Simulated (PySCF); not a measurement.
# M06-2X/cc-pV(D+d)Z run of SiHSeF3 (SMILES F[Si](F)(F)[SeH])

Aim: the vertical ionisation energy of SiHSeF3 at M06-2X/cc-pV(D+d)Z, from 2 runs. Input form: a Python script.

Program for the calculation: PySCF 2.14.0.

### Step 1. The structure to begin with

The species is SiHSeF3 (6 atoms), meant as a singlet with charge 0. SMILES: `F[Si](F)(F)[SeH]`. The shape comes from GFN2-xTB, which is rough for such elements, and wasn't checked as a minimum.

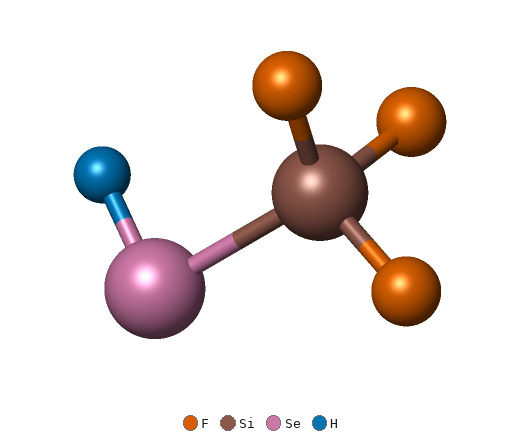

The structure, seen from a chosen angle (fluorine orange, silicon brown, selenium pink, hydrogen blue).

### Step 2. A single-point energy at M06-2X/cc-pV(D+d)Z

The input, run.py:

```python
# F[Si](F)(F)[SeH]
from pyscf import gto, dft

mol = gto.M(
    atom='''
F        0.201780      -0.409930       1.678620
Si       0.183830      -0.449690       0.095950
F       -0.114710      -1.950480      -0.287830
F        1.700060      -0.203710      -0.288180
Se      -1.269790       0.901590      -0.870600
H       -0.701170       2.112210      -0.327950
''',
    charge=0,
    basis='cc-pv(d+d)z',
    spin=0,
    max_memory=1860,
    verbose=4,
)

mf = dft.RKS(mol)
mf.xc = 'm06-2x'
mf.conv_tol = 1e-10
mf.grids.level = 4
mf.kernel()
if not mf.converged:
    mf = mf.newton().run(mf.mo_coeff, mf.mo_occ)

energy = mf.e_tot
print('E = %.10f Eh' % energy)
```

Launch:

```sh
$ OMP_NUM_THREADS=1 python run.py
```

Output:

```text
PySCF version 2.14.0

[INPUT] num. atoms = 6
[INPUT] num. electrons = 76
[INPUT] charge = 0
[INPUT] spin (= nelec alpha-beta = 2S) = 0
[INPUT] symmetry False subgroup None
[INPUT] Mole.unit = angstrom
[INPUT] Symbol           X                Y                Z      unit          X                Y                Z       unit  Magmom
[INPUT]  1 F      0.201780000000  -0.409930000000   1.678620000000 AA    0.381308937415  -0.774655430243   3.172132067217 Bohr   0.0
[INPUT]  2 Si     0.183830000000  -0.449690000000   0.095950000000 AA    0.347388353479  -0.849790940956   0.181319221652 Bohr   0.0
[INPUT]  3 F     -0.114710000000  -1.950480000000  -0.287830000000 AA   -0.216770483749  -3.685873011442  -0.543919870434 Bohr   0.0
[INPUT]  4 F      1.700060000000  -0.203710000000  -0.288180000000 AA    3.212647795328  -0.384956108835  -0.544581274577 Bohr   0.0
[INPUT]  5 Se    -1.269790000000   0.901590000000  -0.870600000000 AA   -2.399555335711   1.703758176647  -1.645195564046 Bohr   0.0
[INPUT]  6 H     -0.701170000000   2.112210000000  -0.327950000000 AA   -1.325019266761   3.991498417568  -0.619735682551 Bohr   0.0

nuclear repulsion = 463.297529401224
number of shells = 17
number of NR pGTOs = 208
number of NR cGTOs = 97
basis = cc-pv(d+d)z
ecp = {}

******** <class 'pyscf.dft.rks.RKS'> ********
method = RKS
initial guess = minao
damping factor = 0
level_shift factor = 0
DIIS = <class 'pyscf.scf.diis.CDIIS'>
diis_start_cycle = 1
diis_space = 8
diis_damp = 0
SCF conv_tol = 1e-10
SCF conv_tol_grad = None
SCF max_cycles = 50
direct_scf = True
direct_scf_tol = 1e-13
XC library pyscf.dft.libxc version 7.0.0
    S. Lehtola, C. Steigemann, M. J.T. Oliveira, and M. A.L. Marques.,  SoftwareX 7, 1–5 (2018)
XC functionals = m06-2x
    Y. Zhao and D. G. Truhlar.,  Theor. Chem. Acc. 120, 215 (2008)
    Y. Zhao and D. G. Truhlar.,  Theor. Chem. Acc. 120, 215 (2008)
radial grids:
    Treutler-Ahlrichs [JCP 102, 346 (1995); DOI:10.1063/1.469408] (M4) radial grids

becke partition: Becke, JCP 88, 2547 (1988); DOI:10.1063/1.454033
pruning grids: <function nwchem_prune>
grids dens level: 4
symmetrized grids: False
atomic radii adjust function: <function treutler_atomic_radii_adjust>
small_rho_cutoff = 0
Set gradient conv threshold to 1e-05
Initial guess from minao.
tot grids = 161320
init E= -2990.91569293692
  HOMO = -0.315445763982832  LUMO = -0.0137313316313512  gap/eV = 8.21007
cycle= 1 E= -2991.17544807085  delta_E= -0.26  |g|= 0.777  |ddm|= 4.29
  HOMO = -0.357908414954814  LUMO = -0.0133566044227491  gap/eV = 9.37573
cycle= 2 E= -2991.16672302325  delta_E= 0.00873  |g|= 0.869  |ddm|= 2.79
  HOMO = -0.342690482395633  LUMO = 0.0107676015066387  gap/eV = 9.61808
cycle= 3 E= -2991.28863341749  delta_E= -0.122  |g|= 0.0372  |ddm|=  1.3
  HOMO = -0.34304957198444  LUMO = 0.0162269421482879  gap/eV = 9.77641
cycle= 4 E= -2991.28892307492  delta_E= -0.00029  |g|= 0.0105  |ddm|= 0.077
  HOMO = -0.341019005212197  LUMO = 0.0173973540912877  gap/eV = 9.75301
cycle= 5 E= -2991.28895669647  delta_E= -3.36e-05  |g|= 0.00295  |ddm|= 0.0338
  HOMO = -0.341432119715077  LUMO = 0.0172596624665911  gap/eV = 9.76050
cycle= 6 E= -2991.28895922902  delta_E= -2.53e-06  |g|= 0.000455  |ddm|= 0.00709
  HOMO = -0.341389590328084  LUMO = 0.0172579755437612  gap/eV = 9.75930
cycle= 7 E= -2991.28895928275  delta_E= -5.37e-08  |g|= 0.000234  |ddm|= 0.00124
  HOMO = -0.341391170212717  LUMO = 0.0172467347225229  gap/eV = 9.75903
cycle= 8 E= -2991.28895929597  delta_E= -1.32e-08  |g|= 5.98e-05  |ddm|= 0.000393
  HOMO = -0.34139596315234  LUMO = 0.0172445081651942  gap/eV = 9.75910
cycle= 9 E= -2991.28895929666  delta_E= -6.87e-10  |g|= 2.09e-05  |ddm|= 0.000119
  HOMO = -0.34139526711306  LUMO = 0.0172460647403456  gap/eV = 9.75913
cycle= 10 E= -2991.28895929678  delta_E= -1.26e-10  |g|= 3.19e-06  |ddm|= 4.55e-05
  HOMO = -0.341394680525402  LUMO = 0.0172463144912225  gap/eV = 9.75912
cycle= 11 E= -2991.28895929678  delta_E= 5.46e-12  |g|= 1.4e-06  |ddm|= 1.21e-05
  HOMO = -0.341394849094494  LUMO = 0.0172461763643303  gap/eV = 9.75912
Extra cycle  E= -2991.28895929679  delta_E= -1.55e-11  |g|= 1.39e-06  |ddm|= 4.78e-06
converged SCF energy = -2991.28895929679
E = -2991.2889592968 Eh
```

Run time: 23 s. Hardware: 1 thread of Intel Xeon Platinum 8375C at 2.90GHz (Ice Lake), shared host; peak memory 0.52 GiB.

### Step 3. The doublet cation

The input, calc.py:

```python
from pyscf import gto, dft

system = gto.M(
    atom='''
F      0.201780    -0.409930     1.678620
Si     0.183830    -0.449690     0.095950
F     -0.114710    -1.950480    -0.287830
F      1.700060    -0.203710    -0.288180
Se    -1.269790     0.901590    -0.870600
H     -0.701170     2.112210    -0.327950
''',
    max_memory=1860,
    spin=1,
    basis='cc-pv(d+d)z',
    verbose=4,
    charge=1,
)

mf = dft.UKS(system, xc='m06-2x')
mf.conv_tol = 1e-10
mf.grids.level = 4
mf.kernel()
if not mf.converged:
    mf = mf.newton().run(mf.mo_coeff, mf.mo_occ)

etot = mf.e_tot
print('Final energy', etot)
```

Launch:

```sh
$ OMP_NUM_THREADS=1 python calc.py
```

Output:

```text
PySCF version 2.14.0

[INPUT] num. atoms = 6
[INPUT] num. electrons = 75
[INPUT] charge = 1
[INPUT] spin (= nelec alpha-beta = 2S) = 1
[INPUT] symmetry False subgroup None
[INPUT] Mole.unit = angstrom
[INPUT] Symbol           X                Y                Z      unit          X                Y                Z       unit  Magmom
[INPUT]  1 F      0.201780000000  -0.409930000000   1.678620000000 AA    0.381308937415  -0.774655430243   3.172132067217 Bohr   0.0
[INPUT]  2 Si     0.183830000000  -0.449690000000   0.095950000000 AA    0.347388353479  -0.849790940956   0.181319221652 Bohr   0.0
[INPUT]  3 F     -0.114710000000  -1.950480000000  -0.287830000000 AA   -0.216770483749  -3.685873011442  -0.543919870434 Bohr   0.0
[INPUT]  4 F      1.700060000000  -0.203710000000  -0.288180000000 AA    3.212647795328  -0.384956108835  -0.544581274577 Bohr   0.0
[INPUT]  5 Se    -1.269790000000   0.901590000000  -0.870600000000 AA   -2.399555335711   1.703758176647  -1.645195564046 Bohr   0.0
[INPUT]  6 H     -0.701170000000   2.112210000000  -0.327950000000 AA   -1.325019266761   3.991498417568  -0.619735682551 Bohr   0.0

nuclear repulsion = 463.297529401224
number of shells = 17
number of NR pGTOs = 208
number of NR cGTOs = 97
basis = cc-pv(d+d)z
ecp = {}

******** <class 'pyscf.dft.uks.UKS'> ********
method = UKS
initial guess = minao
damping factor = 0
level_shift factor = 0
DIIS = <class 'pyscf.scf.diis.CDIIS'>
diis_start_cycle = 1
diis_space = 8
diis_damp = 0
SCF conv_tol = 1e-10
SCF conv_tol_grad = None
SCF max_cycles = 50
direct_scf = True
direct_scf_tol = 1e-13
number electrons alpha = 38  beta = 37
XC library pyscf.dft.libxc version 7.0.0
    S. Lehtola, C. Steigemann, M. J.T. Oliveira, and M. A.L. Marques.,  SoftwareX 7, 1–5 (2018)
XC functionals = m06-2x
    Y. Zhao and D. G. Truhlar.,  Theor. Chem. Acc. 120, 215 (2008)
    Y. Zhao and D. G. Truhlar.,  Theor. Chem. Acc. 120, 215 (2008)
radial grids:
    Treutler-Ahlrichs [JCP 102, 346 (1995); DOI:10.1063/1.469408] (M4) radial grids

becke partition: Becke, JCP 88, 2547 (1988); DOI:10.1063/1.454033
pruning grids: <function nwchem_prune>
grids dens level: 4
symmetrized grids: False
atomic radii adjust function: <function treutler_atomic_radii_adjust>
small_rho_cutoff = 0
Set gradient conv threshold to 1e-05
tot grids = 161320
init E= -2990.91569293692
[... the frontier-level lines of each cycle are left out ...]

cycle= 1 E= -2990.7259213476  delta_E= 0.19  |g|= 0.611  |ddm|= 3.09
cycle= 2 E= -2990.69542986618  delta_E= 0.0305  |g|= 0.767  |ddm|= 2.64
cycle= 3 E= -2990.89579306882  delta_E= -0.2  |g|= 0.0479  |ddm|=  1.2
cycle= 4 E= -2990.89675152788  delta_E= -0.000958  |g|= 0.0123  |ddm|= 0.125
cycle= 5 E= -2990.89683559729  delta_E= -8.41e-05  |g|= 0.00729  |ddm|= 0.0338
cycle= 6 E= -2990.89685609942  delta_E= -2.05e-05  |g|= 0.00185  |ddm|= 0.0119
cycle= 7 E= -2990.89685924325  delta_E= -3.14e-06  |g|= 0.000453  |ddm|= 0.00586
cycle= 8 E= -2990.89685965681  delta_E= -4.14e-07  |g|= 0.000142  |ddm|= 0.00263
cycle= 9 E= -2990.8968596942  delta_E= -3.74e-08  |g|= 4.19e-05  |ddm|= 0.000803
cycle= 10 E= -2990.89685969667  delta_E= -2.47e-09  |g|= 1.54e-05  |ddm|= 0.00018
cycle= 11 E= -2990.89685969697  delta_E= -3.07e-10  |g|= 3.89e-06  |ddm|= 6.55e-05
cycle= 12 E= -2990.89685969701  delta_E= -3.87e-11  |g|= 2.86e-06  |ddm|= 1.64e-05
Extra cycle  E= -2990.896859697  delta_E= 1.64e-11  |g|= 3.28e-06  |ddm|= 8.01e-06
converged SCF energy = -2990.896859697  <S^2> = 0.75442378  2S+1 = 2.0044189
Final energy -2990.8968596969958
```

Wall time 50 s (1 thread of Intel Xeon Platinum 8375C at 2.90GHz (Ice Lake), shared host); peak memory 0.55 GiB.

### Step 4. Outcome

At M06-2X/cc-pV(D+d)Z:

| quantity | value |
| --- | --- |
| singlet SiHSeF3: total energy | -2991.28896 Eh |
| singlet SiHSeF3: dipole moment | 2.21 D |
| singlet SiHSeF3: HOMO energy | -9.29 eV |
| singlet SiHSeF3: LUMO energy | 0.47 eV |
| singlet SiHSeF3: HOMO–LUMO gap | 9.76 eV |
| doublet cation: total energy | -2990.89686 Eh |
| doublet cation: HOMO energy (highest over α and β) | -18.32 eV |
| doublet cation: LUMO energy (lowest over α and β) | -11.94 eV |
| doublet cation: ⟨S²⟩ | 0.754 |
| vertical ionisation energy (to the doublet cation) | 10.670 eV |

In words: The vertical ionisation energy comes to 10.67 eV (1029 kJ/mol). −ε(HOMO) before ionisation, 9.29 eV, is 1.38 eV below this ionisation energy. Mulliken charges (singlet SiHSeF3) run from -0.29 on F4 to +0.96 on Si2; they depend strongly on the basis. Mulliken charges (doublet cation) run from -0.23 on F4 to +0.99 on Si2.
